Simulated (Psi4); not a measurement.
**SiH2 (SMILES [SiH2]) at UPW91/cc-pVTZ-DK (density fitting)**

What is the energy change on altering one bond length of SiH2 at UPW91/cc-pVTZ-DK (density fitting)? 

The calculation is run with Psi4 1.11.

6 further runs of the same task are left out: 3 that didn't finish, 3 set aside as unsound or not needed.

## Step 1: Starting point

SiH2: 3 atoms, total charge 0, spin state singlet. As SMILES, `[SiH2]`. The shape is that of a PBE0-D4/def2-TZVP optimisation.

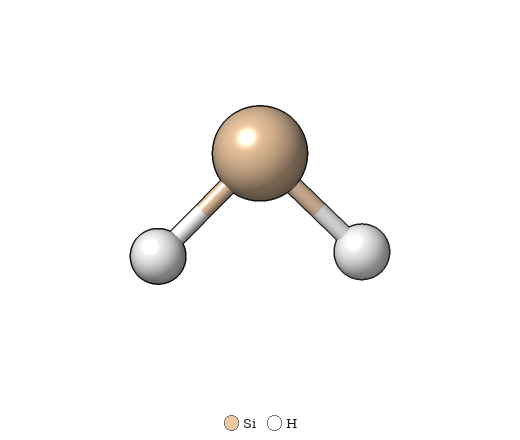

Viewed from a chosen angle; silicon light orange, hydrogen white.

## Step 2: Energy and forces at UPW91/cc-pVTZ-DK (density fitting)

input.dat reads:

```
memory 1600 mb

molecule geom {
  Si    -0.491200     0.468600    -0.213600
  H      0.840300     0.578600     0.522500
  H     -0.349100    -1.047200    -0.308900
}

set globals {
  basis     cc-pVTZ-DK
  reference uks
  scf_type  disk_df
}

E, wfn = gradient('pw91', return_wfn=True)
```

On the command line:

```bash
$ psi4 input.dat output.dat -n 1
```

output.dat:

```text
[...]
  Running in cs symmetry.
[...]
  Nuclear repulsion =    9.956246036569164
[...]
  Multiplicity = 1
[...]
  Nalpha       = 8
  Nbeta        = 8
[...]
    Number of basis functions: 62
[...]
   @DF-UKS iter   1:  -290.42022561110548   -2.80747e-01   6.33907e-03 ADIIS/DIIS
[...]
   @DF-UKS iter   9:  -290.46762163990599   -1.02318e-12   1.51440e-09 DIIS
[...]
   @S^2 Observed:                4.174438573E-14
[...]
    Orbital Energies [Eh]
    ---------------------
    Alpha Occupied:
       1Ap   -65.371040     2Ap    -5.072292     1App   -3.500819
       3Ap    -3.489621     4Ap    -3.486592     5Ap    -0.461748
       6Ap    -0.292296     7Ap    -0.215797
    Alpha Virtual:
       2App   -0.149713     8Ap     0.002426     9Ap     0.039078
      10Ap     0.138219    11Ap     0.168640     3App    0.171446
      12Ap     0.174843     4App    0.175262    13Ap     0.214642
       5App    0.220790    14Ap     0.279902    15Ap     0.329293
      16Ap     0.397602    17Ap     0.468982     6App    0.686781
      18Ap     0.726757     7App    0.745808    19Ap     0.780513
[...]
  @DF-UKS Final Energy:  -290.46762163990599
   => Energetics <=
    Nuclear Repulsion Energy =              9.9562460365691638
    One-Electron Energy =                -421.7488707526501344
    Two-Electron Energy =                 142.9188082613488291
    DFT Exchange-Correlation Energy =     -21.5938051851738493
    Empirical Dispersion Energy =           0.0000000000000000
    VV10 Nonlocal Energy =                  0.0000000000000000
    Total Energy =                       -290.4676216399059854
[...]
 Multipole Moments:
 ------------------------------------------------------------------------------------
     Multipole            Electronic (a.u.)      Nuclear  (a.u.)        Total (a.u.)
 ------------------------------------------------------------------------------------
 L = 1.  Multiply by 2.5417464519 to convert [e a0] to [Debye]
 Dipole X            :         -1.3487326            1.3986185            0.0498859
 Dipole Y            :          1.1904195           -1.2344223           -0.0440028
 Dipole Z            :          0.0000000            0.0000000            0.0000000
 Magnitude           :                                                    0.0665195
[...]
  -Total Gradient:
     Atom            X                  Y                   Z
    ------   -----------------  -----------------  -----------------
       1        0.004271965426    -0.003762358796     0.000000000000
       2       -0.003640752398     0.000188226187     0.000000000000
       3       -0.000638726327     0.003580748384     0.000000000000
[...]
```

Run time: 4.5 s. Hardware: 1 thread of AMD EPYC 9R14 (Zen 4), shared host; peak memory 0.46 GiB.

## Step 3: The distorted shape, same level

input.in reads:

```
memory 1600 MB

molecule system {
  0 1
  Si    -0.98193760     1.45839425    -0.36762921
  H      1.53423274     1.66626412     1.02339819
  H     -0.65970339    -1.97892120    -0.58373640
  units au
  symmetry c1
}

set {
  basis     cc-pVTZ-DK
  reference uks
  scf_type  disk_df
  guess_mix true
}

energy_value = gradient('pw91')
```

On the command line:

```bash
$ psi4 -n 1 input.in input.out
```

input.out:

```text
[...]
  Running in c1 symmetry.
[...]
  Nuclear repulsion =    9.123881534496531
[...]
  Multiplicity = 1
[...]
  Nalpha       = 8
  Nbeta        = 8
[...]
    Number of basis functions: 62
[...]
   @DF-UKS iter   1:  -290.41517164394168   -3.27556e-01   4.39234e-03 DIIS/ADIIS
[...]
   @DF-UKS iter  16:  -290.45296757537108   -5.11591e-13   8.94537e-09 DIIS
[...]
   @S^2 Observed:                6.759925952E-12
[...]
    Orbital Energies [Eh]
    ---------------------
    Alpha Occupied:
       1A    -65.391405     2A     -5.088760     3A     -3.516974
       4A     -3.506738     5A     -3.503467     6A     -0.450402
       7A     -0.277509     8A     -0.221270
    Alpha Virtual:
       9A     -0.153963    10A     -0.028787    11A      0.022676
      12A      0.142139    13A      0.166751    14A      0.168568
      15A      0.172759    16A      0.178278    17A      0.209685
      18A      0.217140    19A      0.276315    20A      0.320877
      21A      0.349347    22A      0.447592    23A      0.652930
      24A      0.679055    25A      0.725025    26A      0.764853
[...]
  @DF-UKS Final Energy:  -290.45296757537108
   => Energetics <=
    Nuclear Repulsion Energy =              9.1238815344965314
    One-Electron Energy =                -419.9606861251146483
    Two-Electron Energy =                 141.9219434556578676
    DFT Exchange-Correlation Energy =     -21.5381064404108287
    Empirical Dispersion Energy =           0.0000000000000000
    VV10 Nonlocal Energy =                  0.0000000000000000
    Total Energy =                       -290.4529675753710762
[...]
 Multipole Moments:
 ------------------------------------------------------------------------------------
     Multipole            Electronic (a.u.)      Nuclear  (a.u.)        Total (a.u.)
 ------------------------------------------------------------------------------------
 L = 1.  Multiply by 2.5417464519 to convert [e a0] to [Debye]
 Dipole X            :         -1.3667191            1.4124844            0.0457653
 Dipole Y            :          1.7426890           -1.5006151            0.2420740
 Dipole Z            :         -0.0000000            0.0000000           -0.0000000
 Magnitude           :                                                    0.2463621
[...]
  -Total Gradient:
     Atom            X                  Y                   Z
    ------   -----------------  -----------------  -----------------
       1        0.002913494136     0.042111319576     0.000000000000
       2       -0.003995352743     0.001121491882     0.000000000000
       3        0.001075288403    -0.043235096625     0.000000000000
[...]
```

It took 5.4 s on 1 thread of AMD EPYC 9R14 (Zen 4), shared host; peak memory 0.46 GiB.

## Step 4: Results

Level: UPW91/cc-pVTZ-DK (density fitting).

| quantity | value |
| --- | --- |
| first shape: total energy | -290.46762 Eh |
| first shape: dipole moment | 0.17 D |
| first shape: HOMO energy | -5.87 eV |
| first shape: LUMO energy | -4.07 eV |
| first shape: HOMO–LUMO gap | 1.80 eV |
| first shape: largest force on an atom | 0.293 eV/Å |
| distorted shape: total energy | -290.45297 Eh |
| distorted shape: dipole moment | 0.63 D |
| distorted shape: HOMO energy | -6.02 eV |
| distorted shape: LUMO energy | -4.19 eV |
| distorted shape: HOMO–LUMO gap | 1.83 eV |
| distorted shape: largest force on an atom | 2.224 eV/Å |
| energy change with the Si1–H3 bond stretched from 1.525 to 1.830 Å | 0.399 eV |

With the Si1–H3 bond stretched from 1.525 to 1.830 Å the energy rises by 0.40 eV (9.2 kcal/mol). The first shape isn't relaxed at this level, so the change isn't measured from a minimum. The largest force (first shape) is 0.29 eV/Å: the shape isn't a stationary point for this species at this level. The basis (first shape) was made for a relativistic Hamiltonian, but the run is non-relativistic. The basis (distorted shape) was made for a relativistic Hamiltonian, but the run is non-relativistic.
